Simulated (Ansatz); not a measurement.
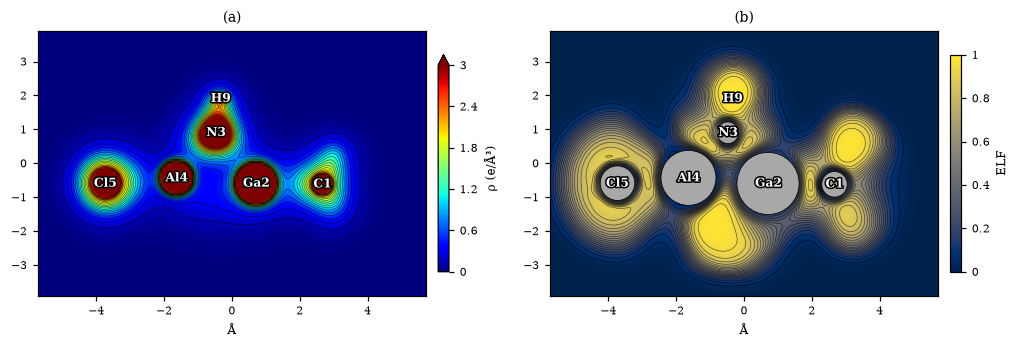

Figure 1: CH$_{4}$AlClGaN (SMILES [CH3][Ga]1[NH][Al]1[Cl]). (a) electron density; (b) ELF on the plane of atoms Ga2, Al4 and N3. Grey discs cover the atomic cores in the ELF map.

Geometry: PBE0-D4/def2-TZVP.

These are results of RKS PBE0-D4/def2-TZVPP (Ansatz 0.2.0), not measurements.

```xyz
9

C    -1.0793   -1.6262   -0.5287
Ga   -0.2071    0.1223   -0.3815
N     0.9746    0.7684    0.9692
Al    0.9068    2.1731   -0.0969
Cl    1.7654    4.0881   -0.1020
H    -0.4915   -2.2724   -1.1849
H    -1.1442   -2.0943    0.4555
H    -2.0808   -1.5325   -0.9502
H     1.3561    0.3734    1.8194
```

Question: What does the map show?

Answer: Atoms in the plane: C, Ga, N, Al, Cl and H. Al–N (1.76 Å): the density is about 0.84 e/Å³ at the midpoint; the ELF peaks at about 0.90 in the valence shell of N, 0.6 Å from its nucleus, and is about 0.55 at the midpoint. Ga–N (1.91 Å): the density is about 0.76 e/Å³ at the midpoint; the ELF peaks at about 0.85 in the valence shell of N, 0.6 Å from its nucleus, and is about 0.30 at the midpoint. C–Ga (1.96 Å): ρ is about 0.79 e/Å³ halfway; the ELF peaks at about 0.90 in the valence shell of C, 0.7 Å from its nucleus, and is about 0.55 at the midpoint. Al–Cl (2.10 Å): ρ is about 0.73 e/Å³ halfway; the ELF peaks at about 0.85 in the valence shell of Cl, 0.9 Å from its nucleus, and is about 0.80 at the midpoint. Al–Ga (2.35 Å): ρ at the midpoint is about 0.38 e/Å³, with its minimum of 0.34 e/Å³ about 0.9 Å from Al; the ELF is about 0.40 at the midpoint. The ELF also peaks beside Cl5, away from the bonds: lone-pair regions.
